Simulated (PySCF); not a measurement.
**Run report: Al2H2, frequency calculation**

- system: Al2H2, multiplicity 3
- method: UKS-based PBE0, Al def2-TZVP, H def2-TZVP; non-relativistic Hamiltonian; density fitting (PySCF 2.14.0)

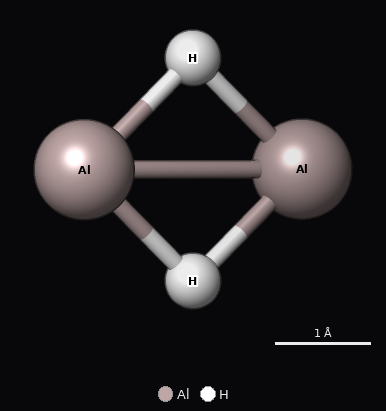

The structure as given in the input (ball-and-stick view, seen at a tilt). Sticks mark near contacts.

### Summary

```tsv
quantity	value
outcome	converged
total energy	−485.755895 hartree
⟨S²⟩	2.010
zero-point energy	0.012441 hartree
dipole moment	0.00 D
wavenumbers, lowest and highest	171 and 1514 cm⁻¹
hardware	4 threads of Arm Neoverse V1, 24 GiB of memory available, shared host
wall time	25 s (CPU time 66 s)
peak memory	0.99 GiB
```

### Input
```python
from pyscf import gto, scf, dft
mol = gto.M(atom='''
Al     1.296233     0.000000     0.000000
Al    -1.296233    -0.000000     0.000000
H     -0.000000     1.173872     0.000000
H      0.000000    -1.173872     0.000000''',
    basis={'Al': 'def2-TZVP', 'H': 'def2-TZVP'},
    charge=0, spin=2)
mf = dft.UKS(mol, xc='PBE0')
mf.grids.atom_grid = (75, 302)
aux = {'Al': 'def2-universal-JKFIT', 'H': 'def2-universal-JKFIT'}
mf = mf.density_fit(auxbasis=aux)
mf.conv_tol = 1e-09
mf.diis_space = 10
mf.max_cycle = 60
mf.verbose = 4
mf.kernel()
```

The script is an equivalent of the set-up of the self-consistent field. The run itself was carried out by a driver, which started from the orbitals of the step before it where there was one and computed the further properties.

Launch command:
```bash
OMP_NUM_THREADS=4 python axn.py task.json out
```

### Output
```
init E= -485.755895451788
  alpha nocc = 15  HOMO = -0.180820576395581  LUMO = -0.0312274982037444
  beta  nocc = 13  HOMO = -0.243912369011898  LUMO = -0.122747066786845
  HOMO = -0.180820576396  LUMO = -0.122747066787  gap/eV = 1.58026
cycle= 1 E= -485.755895451788  delta_E= 4.55e-13  |g|= 9.69e-07  |ddm|= 3.09e-06
  alpha nocc = 15  HOMO = -0.180820463620607  LUMO = -0.0312274173753124
  beta  nocc = 13  HOMO = -0.243912284068095  LUMO = -0.122747021833229
  HOMO = -0.180820463621  LUMO = -0.122747021833  gap/eV = 1.58026
Extra cycle  E= -485.755895451785  delta_E= 2.05e-12  |g|= 1.74e-06  |ddm|= 5.46e-06
converged SCF energy = -485.755895451785  <S^2> = 2.0097141  2S+1 = 3.0064691
```

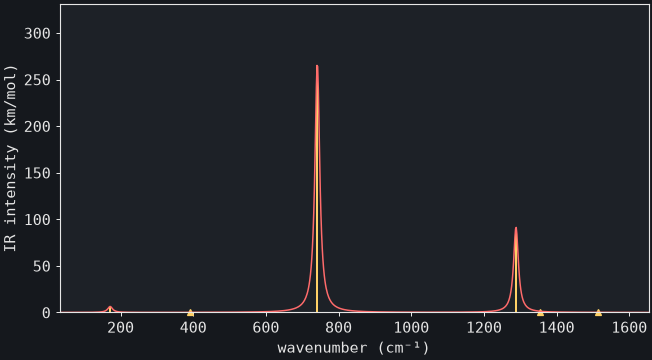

Harmonic infrared spectrum, unscaled: sticks (degenerate modes added up, dark ones marked on the axis) with a Lorentzian envelope of 16 cm⁻¹ full width, scaled to the tallest stick. 6 modes from 171 to 1514 cm⁻¹, none imaginary. The strongest line is at 742 cm⁻¹ (265 km/mol). All modes, in cm⁻¹ (km/mol): 171 (6.4), 391 (0.0), 742 (265), 1288 (91), 1355 (0.0), 1514 (0.0).
